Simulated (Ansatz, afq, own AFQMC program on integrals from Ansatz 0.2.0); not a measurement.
# CuS (doublet): quantum Monte Carlo beside coupled cluster at distance Cu1–S2 = 3.373 Å, def2-SVP

How near does AFQMC come to the top of the ladder for CuS (doublet)?

Program: Ansatz 0.2.0, Gaussian basis, and an in-house AFQMC program (afq) on its integrals; all values are calculated. Level of theory: def2-SVP, frozen cores. These are calculated values, not measurements.

To be run: PBE (unrestricted); r2SCAN (unrestricted); PBE0 (unrestricted); B3LYP (unrestricted); wB97M-V (unrestricted); B2PLYP (unrestricted); CCSD(T) on UHF; Phaseless AFQMC, CISD trial on UHF; Phaseless AFQMC, single-determinant trial on UHF.

### 1 What is computed

The geometry derives from a PBE0/def2-TZVP stationary point (not a proven minimum). One bond is set to the value named and the two fragments are kept rigid.

2 atoms, charge 0, spin multiplicity 2.

Atoms are counted from 1 here; the program's logs count them from 0.

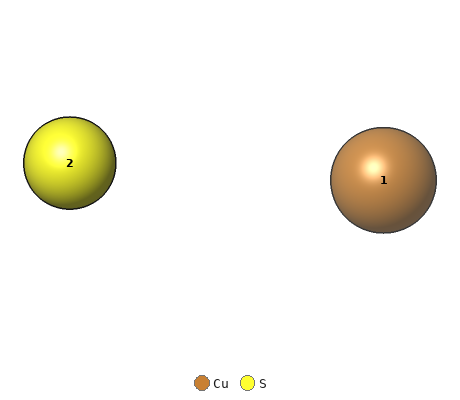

The geometry (copper orange, sulfur yellow); atoms are numbered from 1 in the order of the file.

### 2 PBE (unrestricted)

in.yaml

```yaml
crystal:
  periodic: [false, false, false]
  atoms:
    - {symbol: Cu, position_ang: [0.000000, 0.000000, 0.000000]}
    - {symbol: S, position_ang: [0.000000, 0.000000, 3.373000]}
basis:
  gaussian: {orbitals: def2-SVP}
magnetization: {spin_polarized: true, initial_magnetization: 1}
hamiltonian: {xc: {name: PBE}}
output: {orbitals: {seedname: orbitals}}
```

Command:

```
> ansatz run in.yaml --threads 1 --pin off --events-out ev --progress --plain --max-ram 1382MiB
```

The program printed:

```text
Functional definition: PBE
  name "PBE"
  cite "Perdew, Burke & Ernzerhof, Phys. Rev. Lett. 77, 3865 (1996) doi:10.1103/PhysRevLett.77.3865"
  parent pbe
  parameter kappa = 0.804
  parameter beta = 0.06672455060314922
  exchange = pbe_x(kappa = kappa, mu = beta*pi^2/3)
  correlation = pbe_c(beta = beta)
589 factors; their error is unknown
mean field evaluation 1: about -55447.7574 eV, gradient 3.0e1 eV
mean field evaluation 2: about -55418.2366 eV, gradient 7.7e1 eV
mean field evaluation 4: about -55451.5807 eV, gradient 2.9e0 eV
mean field evaluation 8: about -55451.6746 eV, gradient 3.2e-1 eV
mean field evaluation 16: about -55451.6458 eV, gradient 6.5e-4 eV
mean field evaluation 32: about -55447.8782 eV, gradient 1.4e1 eV
mean field evaluation 64: about -55450.7735 eV, gradient 1.1e1 eV
mean field evaluation 96: about -55450.7362 eV, gradient 2.7e0 eV
mean field evaluation 128: about -55439.3863 eV, gradient 4.2e1 eV
mean field evaluation 160: about -55447.5134 eV, gradient 1.3e1 eV
mean field evaluation 192: about -55451.1646 eV, gradient 1.1e-1 eV
mean field -55451.64577708 eV, -2037.8103958322 hartree, gradient 6.9e-6 eV, S^2 1.010812; 12 other end points of the search recorded, 0 dependent functions left out
reference -55451.64581698 eV, -2037.8103972985 hartree; 23, 22 occupied and 26, 27 virtual orbitals, 589 factors
Total energy: -55451.64581698 eV, -2037.8103972985 hartree
```

Run time: 4.4 s. Hardware: 1 thread of AMD EPYC 9R45 (Zen 5), shared host.

From the report: ⟨S²⟩ of the determinant 1.011 (pure doublet: 0.75).

### 3 r2SCAN (unrestricted)

Edit in.yaml of step 2 so:

```diff
@@ -8,3 +8,2 @@
 magnetization: {spin_polarized: true, initial_magnetization: 1}
-hamiltonian: {xc: {name: PBE}}
-output: {orbitals: {seedname: orbitals}}
+hamiltonian: {xc: {name: r2SCAN}}
```

The command is unchanged.

The program printed (excerpt; [...] marks lines left out):

```text
Functional definition: r2SCAN
  name "r2SCAN"
  cite "Furness, Kaplan, Ning, Perdew & Sun, J. Phys. Chem. Lett. 11, 8208 (2020) doi:10.1021/acs.jpclett.0c02405"
  cite "Furness, Kaplan, Ning, Perdew & Sun, J. Phys. Chem. Lett. 11, 9248 (2020) doi:10.1021/acs.jpclett.0c03077"
  parent r2scan
[...]
589 factors; their error is unknown
[...]
mean field -55461.90821586 eV, -2038.1875335011 hartree, gradient 1.6e-6 eV, S^2 1.172318; 13 other end points of the search recorded, 0 dependent functions left out
reference -55461.90823371 eV, -2038.1875341571 hartree; 23, 22 occupied and 26, 27 virtual orbitals, 589 factors
Total energy: -55461.90823371 eV, -2038.1875341571 hartree
```

Wall time 8 s (1 thread of AMD EPYC 9R45 (Zen 5), shared host).

From the report: ⟨S²⟩ of the determinant 1.172 (pure doublet: 0.75).

### 4 PBE0 (unrestricted)

Edit in.yaml of step 3 so:

```diff
@@ -8,2 +8,3 @@
 magnetization: {spin_polarized: true, initial_magnetization: 1}
-hamiltonian: {xc: {name: r2SCAN}}
+hamiltonian: {xc: {name: PBE0}}
+output: {orbitals: {seedname: orbitals}}
```

Same command.

The program printed (excerpt; [...] marks lines left out):

```text
Functional definition: PBE0
  name "PBE0"
  cite "Adamo & Barone, J. Chem. Phys. 110, 6158 (1999) doi:10.1063/1.478522"
  cite "Perdew, Burke & Ernzerhof, Phys. Rev. Lett. 77, 3865 (1996) doi:10.1103/PhysRevLett.77.3865"
  parent pbe
[...]
507 factors; integrals over basis functions are off by at most 2.1e-4 eV
[...]
mean field -55452.81574014 eV, -2037.8533911818 hartree, gradient 1.1e-5 eV, S^2 1.201528; 9 other end points of the search recorded, 0 dependent functions left out
reference -55452.81577354 eV, -2037.8533924090 hartree; 23, 22 occupied and 26, 27 virtual orbitals, 507 factors
Total energy: -55452.81577354 eV, -2037.8533924090 hartree
```

Run time: 3.5 s. Hardware: 1 thread of AMD EPYC 9R45 (Zen 5), shared host.

From the report: ⟨S²⟩ of the determinant 1.202 (pure doublet: 0.75).

### 5 B3LYP (unrestricted)

Edit in.yaml of step 4 so:

```diff
@@ -8,3 +8,2 @@
 magnetization: {spin_polarized: true, initial_magnetization: 1}
-hamiltonian: {xc: {name: PBE0}}
-output: {orbitals: {seedname: orbitals}}
+hamiltonian: {xc: {name: B3LYP}}
```

The command is unchanged.

The program printed (excerpt; [...] marks lines left out):

```text
Functional definition: B3LYP
  name "B3LYP"
  cite "Stephens, Devlin, Chabalowski & Frisch, J. Phys. Chem. 98, 11623 (1994) doi:10.1021/j100096a001"
  cite "Becke, Phys. Rev. A 38, 3098 (1988) doi:10.1103/PhysRevA.38.3098"
  cite "Lee, Yang & Parr, Phys. Rev. B 37, 785 (1988) doi:10.1103/PhysRevB.37.785"
  cite "Vosko, Wilk & Nusair, Can. J. Phys. 58, 1200 (1980) doi:10.1139/p80-159"
[...]
507 factors; integrals over basis functions are off by at most 2.1e-4 eV
[...]
mean field -55465.08791797 eV, -2038.3043853986 hartree, gradient 4.8e-6 eV, S^2 1.153128; 9 other end points of the search recorded, 0 dependent functions left out
reference -55465.08811922 eV, -2038.3043927945 hartree; 23, 22 occupied and 26, 27 virtual orbitals, 507 factors
Total energy: -55465.08811922 eV, -2038.3043927945 hartree
```

It took 4.2 s on 1 thread of AMD EPYC 9R45 (Zen 5), shared host.

From the report: ⟨S²⟩ of the determinant 1.153 (pure doublet: 0.75).

### 6 wB97M-V (unrestricted)

Edit in.yaml of step 5 so:

```diff
@@ -8,2 +8,3 @@
 magnetization: {spin_polarized: true, initial_magnetization: 1}
-hamiltonian: {xc: {name: B3LYP}}
+hamiltonian: {xc: {name: wB97M-V}}
+output: {orbitals: {seedname: orbitals}}
```

The command is unchanged.

The program printed (excerpt; [...] marks lines left out):

```text
Functional definition: wB97M-V
  name "wB97M-V"
  cite "Mardirossian & Head-Gordon, J. Chem. Phys. 144, 214110 (2016) doi:10.1063/1.4952647"
  cite "Becke, J. Chem. Phys. 107, 8554 (1997) doi:10.1063/1.475007"
  cite "Vydrov & Van Voorhis, J. Chem. Phys. 133, 244103 (2010) doi:10.1063/1.3521275"
  # Of w^i u^j: cxij and so on, Table III.
[...]
  gx(w, u) = 1 - cx + cx01*u + cx10*w
  gss(w, u) = css00 + css04*u^4 + css10*w + css20*w^2 + css43*w^4*u^3
  gos(w, u) = cos00 + cos10*w + (cos20 + cos21*u)*w^2 + (cos60 + cos61*u)*w^6
[...]
      + integral(e_c_pw_mod_opposite_spin*gos(b97_w_opposite, b97_u_opposite)) + vv10(b, c)
507 factors; integrals over basis functions are off by at most 2.1e-4 eV
105 factors; integrals over basis functions are off by at most 1.2e-4 eV
[...]
mean field -55460.01379692 eV, -2038.1179148892 hartree, gradient 2.8e-5 eV, S^2 1.165799; 6 other end points of the search recorded, 0 dependent functions left out
reference -55460.01384186 eV, -2038.1179165409 hartree; 23, 22 occupied and 26, 27 virtual orbitals, 507 factors
Total energy: -55460.01384186 eV, -2038.1179165409 hartree
```

Wall time 6.5 s (1 thread of AMD EPYC 9R45 (Zen 5), shared host); peak memory 0.26 GiB.

From the report: ⟨S²⟩ of the determinant 1.166 (pure doublet: 0.75).

### 7 B2PLYP (unrestricted)

Edit in.yaml of step 6 so:

```diff
@@ -8,3 +8,3 @@
 magnetization: {spin_polarized: true, initial_magnetization: 1}
-hamiltonian: {xc: {name: wB97M-V}}
-output: {orbitals: {seedname: orbitals}}
+hamiltonian: {xc: {name: B2PLYP}}
+correlation: {electrons: outside_noble_gas}
```

The command is unchanged.

The program printed (excerpt; [...] marks lines left out):

```text
Functional definition: B2PLYP
  name "B2PLYP"
  cite "Grimme, J. Chem. Phys. 124, 034108 (2006) doi:10.1063/1.2148954"
  cite "Becke, Phys. Rev. A 38, 3098 (1988) doi:10.1103/PhysRevA.38.3098"
  cite "Lee, Yang & Parr, Phys. Rev. B 37, 785 (1988) doi:10.1103/PhysRevB.37.785"
[...]
507 factors; integrals over basis functions are off by at most 2.1e-4 eV
[...]
mean field -55447.03648069 eV, -2037.6410073141 hartree, gradient 1.8e-6 eV, S^2 1.368811; 16 other end points of the search recorded, 0 dependent functions left out
14 core orbitals not correlated: weight in the atoms' cores, before any rotation towards them, 1.000 or more for the frozen orbitals, at most 0.000 for the correlated occupied ones
reference -55447.03660635 eV, -2037.6410119320 hartree; 9, 8 occupied and 26, 27 virtual orbitals, 507 factors
second order -12.25363390 eV of doubles, -0.00000000 eV of singles
Total energy: -55450.34508750 eV, -2037.7625963717 hartree
```

It took 9 s on 1 thread of AMD EPYC 9R45 (Zen 5), shared host.

From the report: ⟨S²⟩ of the determinant 1.369 (pure doublet: 0.75). The determinant is far from a pure spin state, so its energy mixes those of several spin states (harmless only where they are near-degenerate, as at dissociation).

### 8 CCSD(T) on UHF

Edit in.yaml of step 7 so:

```diff
@@ -8,3 +8,2 @@
 magnetization: {spin_polarized: true, initial_magnetization: 1}
-hamiltonian: {xc: {name: B2PLYP}}
-correlation: {electrons: outside_noble_gas}
+correlation: {method: ccsd_t, electrons: outside_noble_gas, hamiltonian_folder: ham}
```

The command is unchanged.

The program printed (excerpt; [...] marks lines left out):

```text
Functional definition: HF
  name "HF"
  cite "Fock, Z. Phys. 61, 126 (1930) doi:10.1007/BF01340294"
  parent pbe
[...]
507 factors; integrals over basis functions are off by at most 2.1e-4 eV
[...]
mean field -55404.03322260 eV, -2036.0606667281 hartree, gradient 2.1e-6 eV, S^2 1.581689; 46 other end points of the search recorded, 0 dependent functions left out
determinant -55404.03322260 eV, -2036.0606667281 hartree, with singles and doubles -55413.79221026 eV, -2036.4193029097 hartree
determinant -55403.82800012 eV, -2036.0531249408 hartree, with singles and doubles -55413.46951962 eV, -2036.4074442474 hartree
determinant -55403.60686343 eV, -2036.0449983175 hartree, with singles and doubles -55412.13808948 eV, -2036.3585150921 hartree
determinant -55403.60109807 eV, -2036.0447864444 hartree, with singles and doubles -55412.12983649 eV, -2036.3582118003 hartree
[...]
determinant -55403.82800012 eV, -2036.0531249408 hartree, with singles and doubles -55413.47112777 eV, -2036.4075033459 hartree
determinant -55403.58653895 eV, -2036.0442514068 hartree, with singles and doubles -55413.56018431 eV, -2036.4107761134 hartree
determinant -55403.00530521 eV, -2036.0228914608 hartree, with singles and doubles -55413.85576886 eV, -2036.4216386453 hartree
determinant -55403.30270333 eV, -2036.0338206401 hartree, with singles and doubles -55413.64696705 eV, -2036.4139653201 hartree
14 core orbitals not correlated: weight in the atoms' cores, before any rotation towards them, 1.000 or more for the frozen orbitals, at most 0.000 for the correlated occupied ones
reference -55404.03322260 eV, -2036.0606667281 hartree; 9, 8 occupied and 26, 27 virtual orbitals, 507 factors
second order -10.07210686 eV of doubles, -0.00000000 eV of singles
cycle   1  -9.78516564 eV  change    5.5e-6 eV  update   5.0e-6
perturbative correction -0.36829268 eV, -0.0135345064 hartree
Total energy: -55414.18668092 eV, -2036.4337994391 hartree
```

Run time: 18 s. Hardware: 1 thread of AMD EPYC 9R45 (Zen 5), shared host.

From the report: ⟨S²⟩ of the determinant 1.582 (pure doublet: 0.75); correlation -10.1535 eV; T1 0.036; largest double amplitude 0.12. The determinant is far from a pure spin state, so its energy mixes those of several spin states (harmless only where they are near-degenerate, as at dissociation).

This run also writes the integrals to the folder ham.

### 9 Phaseless AFQMC, CISD trial on UHF

It reads the integrals that the CCSD(T) run on this determinant wrote.

Command:

```
> afq ham --method phaseless --trial cisd --walkers 60 --populations 1 --least-time 40 --time-step 0.005 --steps-per-block 50 --equilibration-blocks 40 --max-blocks 300 --target-error 0.00098 --factor-cut 1e-05 --start spin_pure --seed 1744 --release-times 0.24,0.6,1.2,1.8,2.6 --release-step 0.04 --release-every 4 --taylor-order 6
```

The program printed:

```text
orbitals 35  electrons 9 8  factors 265 of 507
reference energy -2036.06066673 Eh
CCSD correlation -0.35959826 Eh in 24 cycles, weight of the determinant in the CISD state 0.8476
energy of the start -2036.358896 Eh
 block  time / (1/Eh)  mean weight  energy / Eh
     1     0.250  0.9986  -2036.399536
     2     0.500  0.9967  -2036.413273
     3     0.750  1.0022  -2036.425689
     4     1.000  1.0018  -2036.430247
     5     1.250  1.0021  -2036.438259
     6     1.500  1.0009  -2036.443348
     7     1.750  0.9978  -2036.434333
     8     2.000  0.9957  -2036.436610
     9     2.250  1.0001  -2036.428858
    10     2.500  0.9979  -2036.436052
    17     4.250  1.0017  -2036.463199
    25     6.250  1.0021  -2036.428550
    33     8.250  0.9980  -2036.428542
    41    10.250  0.9987  -2036.420416
    49    12.250  0.9956  -2036.433170
    57    14.250  0.9967  -2036.433729
    65    16.250  0.9978  -2036.431255
    73    18.250  0.9995  -2036.436054
    81    20.250  1.0047  -2036.435818
    89    22.250  0.9985  -2036.424314
    97    24.250  1.0056  -2036.441936
   105    26.250  1.0015  -2036.436812
   113    28.250  1.0010  -2036.486474
   121    30.250  1.0018  -2036.425881
   129    32.250  0.9990  -2036.461970
   137    34.250  1.0021  -2036.436552
   145    36.250  1.0003  -2036.431360
   153    38.250  1.0012  -2036.436259
   161    40.250  0.9968  -2036.424457
   169    42.250  1.0061  -2036.467031
   177    44.250  1.0010  -2036.416092
   185    46.250  1.0062  -2036.482607
   193    48.250  0.9973  -2036.444598
   201    50.250  1.0014  -2036.415224
   209    52.250  1.0023  -2036.433770
   217    54.250  1.0033  -2036.418475
   225    56.250  0.9994  -2036.448553
   233    58.250  1.0025  -2036.414622
   241    60.250  0.9998  -2036.415172
   249    62.250  1.0004  -2036.421789
   257    64.250  0.9973  -2036.418023
   265    66.250  1.0031  -2036.455919
   273    68.250  0.9990  -2036.414603
   281    70.250  1.0026  -2036.419203
   289    72.250  1.0005  -2036.442937
   297    74.250  1.0000  -2036.446827
   305    76.250  1.0025  -2036.425407
   313    78.250  1.0009  -2036.427406
   321    80.250  1.0017  -2036.458638
   329    82.250  1.0033  -2036.422180
   337    84.250  1.0029  -2036.437906
blocks merged  error / Eh  count
     1  0.000883  300
     2  0.001026  150
     4  0.001113  75
     8  0.001161  37
    16  0.001106  18
    32  0.001181  9
released: time / (1/Eh)  energy / Eh  error  mean overlap
  0.24  -2036.438682  0.002497  0.9814
  0.60  -2036.437141  0.002292  0.9572
  1.20  -2036.434557  0.004653  0.9316
  1.80  -2036.438302  0.008272  0.9396
  2.60  -2036.443357  0.012568  0.9377
energy -2036.432909 +/- 0.001161 Eh
```

Wall time 4.2 min (1 thread of AMD EPYC 9R45 (Zen 5), shared host).

Energy -55414.1624 ± 0.0316 eV. Caveats: constraint bias not in the error.

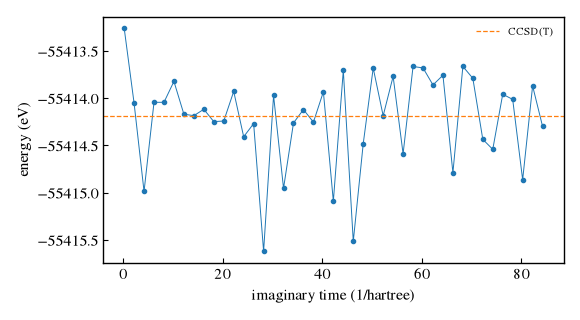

Block energies along the walk.

### 10 Phaseless AFQMC, single-determinant trial on UHF

It reads the integrals that the CCSD(T) run on this determinant wrote.

Command:

```
> afq ham --method phaseless --trial hf --walkers 120 --populations 1 --least-time 40 --time-step 0.005 --steps-per-block 20 --equilibration-blocks 160 --max-blocks 600 --target-error 0.00294 --factor-cut 1e-05 --start spin_pure --seed 9016 --taylor-order 6
```

The program printed:

```text
orbitals 35  electrons 9 8  factors 265 of 507
reference energy -2036.06066673 Eh
CCSD correlation -0.35959826 Eh in 24 cycles, weight of the determinant in the CISD state 0.8476
energy of the start -2036.066365 Eh
 block  time / (1/Eh)  mean weight  energy / Eh
     1     0.100  1.0042  -2036.224157
     2     0.200  1.0058  -2036.282300
     3     0.300  1.0032  -2036.332770
     4     0.400  1.0011  -2036.355738
     5     0.500  1.0029  -2036.374154
     6     0.600  1.0020  -2036.389572
     7     0.700  1.0017  -2036.427360
     8     0.800  1.0036  -2036.476253
     9     0.900  0.9979  -2036.485795
    10     1.000  1.0011  -2036.500553
    15     1.500  0.9968  -2036.432693
    29     2.900  1.0010  -2036.477716
    43     4.300  1.0000  -2036.417466
    57     5.700  1.0011  -2036.444646
    71     7.100  0.9994  -2036.448403
    85     8.500  0.9988  -2036.444378
    99     9.900  1.0016  -2036.407231
   113    11.300  1.0040  -2036.417193
   127    12.700  0.9990  -2036.428540
   141    14.100  0.9978  -2036.450108
   155    15.500  1.0000  -2036.416385
   169    16.900  1.0009  -2036.463896
   183    18.300  1.0042  -2036.497077
   197    19.700  1.0033  -2036.433163
   211    21.100  0.9994  -2036.465450
   225    22.500  0.9985  -2036.393819
   239    23.900  1.0006  -2036.459164
   253    25.300  0.9999  -2036.493794
   267    26.700  0.9990  -2036.367663
   281    28.100  1.0019  -2036.393737
   295    29.500  1.0030  -2036.487890
   309    30.900  1.0005  -2036.432490
   323    32.300  1.0047  -2036.436822
   337    33.700  0.9993  -2036.402319
   351    35.100  0.9964  -2036.410452
   365    36.500  1.0020  -2036.447214
   379    37.900  0.9968  -2036.491613
   393    39.300  0.9971  -2036.512543
   407    40.700  0.9991  -2036.464785
   421    42.100  0.9887  -2036.353616
   435    43.500  1.0012  -2036.382198
   449    44.900  0.9975  -2036.433554
   463    46.300  1.0006  -2036.407980
   477    47.700  1.0050  -2036.489742
   491    49.100  0.9953  -2036.474415
   505    50.500  0.9971  -2036.440722
   519    51.900  0.9997  -2036.432594
   533    53.300  0.9996  -2036.416239
   547    54.700  0.9988  -2036.438911
blocks merged  error / Eh  count
     1  0.001606  400
     2  0.002038  200
     4  0.002502  100
     8  0.002626  50
    16  0.002842  25
    32  0.003291  12
energy -2036.443256 +/- 0.002842 Eh
```

It took 1.8 min on 1 thread of AMD EPYC 9R45 (Zen 5), shared host.

Energy -55414.4440 ± 0.0773 eV. Caveats: constraint bias not in the error.

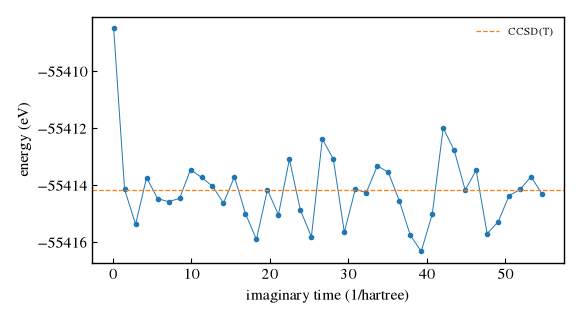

Block energies along the walk.

### 11 All levels side by side

On the UHF determinant, counted from CCSD(T) (a yardstick, not exact):

| level | energy (eV) | from CCSD(T) (meV) | statistical error (meV) | time |
| --- | --- | --- | --- | --- |
| HF | -55404.0332 | +10153.5 |  |  |
| MP2 | -55414.1053 | +81.4 |  |  |
| CCSD | -55413.8184 | +368.3 |  |  |
| CCSD(T) | -55414.1867 | 0.0 |  |  |
| Phaseless AFQMC, CISD trial, step 0.005, 60 walkers | -55414.1624 | +24.2 | 31.6 | 4.2 min |
| Phaseless AFQMC, single-determinant trial, step 0.005, 120 walkers | -55414.4440 | -257.3 | 77.3 | 1.8 min |

The functionals' totals stand on their own zeros and serve differences with other points: PBE -55451.646 eV; r2SCAN -55461.908 eV; PBE0 -55452.816 eV; B3LYP -55465.088 eV; wB97M-V -55460.014 eV; B2PLYP -55450.345 eV.

### 12 What came out

| quantity | value |
| --- | --- |
| Phaseless AFQMC, CISD trial on UHF from CCSD(T) | +24.2 ± 31.6 meV |
| Phaseless AFQMC, single-determinant trial on UHF from CCSD(T) | -257.3 ± 77.3 meV |

In words: On UHF the phaseless walk with the CISD trial lies +24.2 meV from CCSD(T), within three error bars. Error bars are statistical and leave out the constraint, the time step and what remains of the start.
